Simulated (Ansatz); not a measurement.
Scan of one atom of the cell for Ta (bcc, W type)

Ta (bcc, W type)

```xyz
2
Lattice="-3.2819 3.2819 3.2819 1.6410 -1.6410 1.6410 1.6410 1.6410 -1.6410" Properties=species:S:1:pos:R:3 pbc="T T T"
Ta     0.0000     0.0000     0.0000
Ta    -1.6410     1.6410     1.6410
```

Scan: atom 1 (Ta, nearest neighbour Ta at 2.842 Å; its periodic images, 2.8 Å or more away, move with it) is displaced along Cartesian [110], direction (0.707, 0.707, 0.000) in Cartesian axes, by s. The other atoms stay.

Level of theory: PBEsol (plane waves to 420 eV, PAW, scalar-relativistic; Ansatz, a first-principles code). k mesh 8×16×16 (Γ-centred), Fermi-Dirac smearing 0.05 eV. The energy includes the smearing's −TS. With partly filled bands, energies and forces of such displacements shift with the k mesh and the smearing. F∥ is the force on the atom along that direction. Spin-orbit coupling is left out, though Ta is heavy. Ta is run without spin polarisation. Ta was relaxed with its symmetry unable to fall. The zero of ΔE is the undisplaced structure.

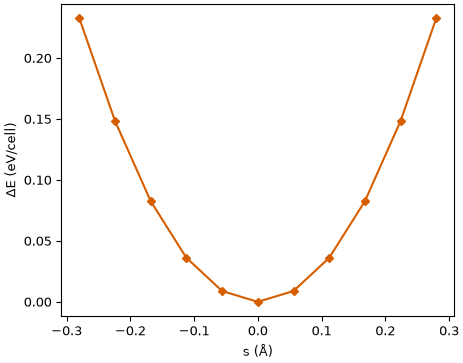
ΔE (eV/cell) against s (Å); one marker a computed point.

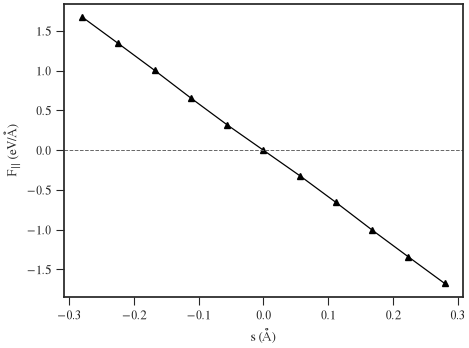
Figure. F∥ (eV/Å) against s (Å); markers are the computed points, lines only join them.

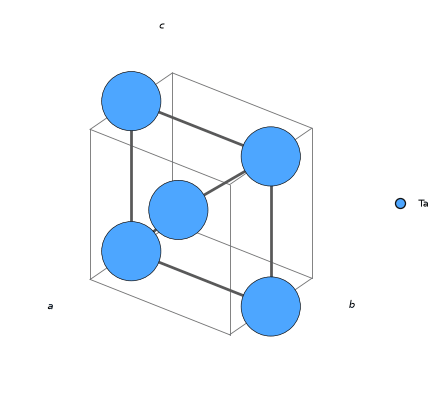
The cell of the calculation at s = 0.280 Å.

The force along the line at s = -0.280 Å comes out as 1.68 eV/Å. The force constant k = d²E/ds² at s = 0 (finite differences) is 5.65 eV/Å². Harmonic estimate at the end of the scan: ½ks² = 222 meV/cell against the computed 233 meV/cell, so the well is stiffer than harmonic there. Symmetry of the curve: even: the same for both signs. Shape of the curve: a single well with its minimum at or next to zero displacement.

With its periodic images moving along, the atom's site symmetry in this cell is mmm.

(A displaced cell: forces are minus the slopes of the energy, force constants its curvatures, and phonons follow from these.)
